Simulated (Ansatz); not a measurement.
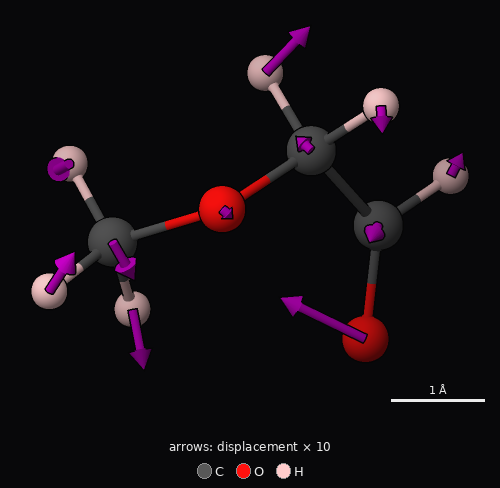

This is a relaxation of C₃H₆O₂ (coarse preliminary run). The starting structure is drawn; purple arrows show the displacements, 10 times their true length. The two geometries are superimposed by the best rigid fit.

The picture is a ball-and-stick view, seen at a tilt.

The start comes from a force field.

These are results of Ansatz, RKS PBE-D4/def2-SVP, not measurements.

Input
```yaml
crystal:
  periodic: [false, false, false]
  atoms:
    - {symbol: C, position_ang: [0.501300, 1.420000, 0.473600]}
    - {symbol: O, position_ang: [1.045400, 0.320000, -0.219300]}
    - {symbol: C, position_ang: [0.114600, -0.563300, -0.772500]}
    - {symbol: C, position_ang: [-0.706100, -1.436200, 0.157600]}
    - {symbol: O, position_ang: [-0.620300, -1.492400, 1.416400]}
    - {symbol: H, position_ang: [1.317800, 2.038000, 0.911800]}
    - {symbol: H, position_ang: [-0.137300, 1.992900, -0.153700]}
    - {symbol: H, position_ang: [-0.107700, 1.070500, 1.344300]}
    - {symbol: H, position_ang: [-0.654800, 0.037700, -1.352900]}
    - {symbol: H, position_ang: [0.620200, -1.217100, -1.519200]}
    - {symbol: H, position_ang: [-1.359800, -2.147900, -0.338500]}
basis:
  gaussian: {orbitals: def2-SVP}
hamiltonian: {xc: pbe, dispersion: d4}
relax: {f_tol: 0.03, max_steps: 200}
```

Launched with:
```bash
ansatz run in.yaml --threads 4 --pin off --events-out ev --progress --plain --max-ram 10444MiB
```

Which element moves most?

Oxygen: up to 0.11 Å, against 0.07 Å for hydrogen.

What did the optimiser do to the structure, and how much energy did it gain?

O5 moves most after the best rigid fit: 0.11 Å. Largest moves by element: O 0.11 Å, H 0.07 Å, C 0.06 Å. Among the contacts that change: C1–H7 1.063 → 1.118 Å, C4–H11 1.086 → 1.139 Å, C4–O5 1.263 → 1.212 Å, C3–H9 1.136 → 1.127 Å. Among the angles between lasting bonds that change: O2–C3–H9 108.6° → 113.3°, O5–C4–H11 117.8° → 121.7°, H6–C1–H7 111.9° → 108.4°. Over 5 accepted moves (6 points after the start) the energy falls by 0.260 eV. Largest force component: 4 eV/Å at the start, 0.03 eV/Å at the end. The line search rejected the trial step at point 3 of the run.
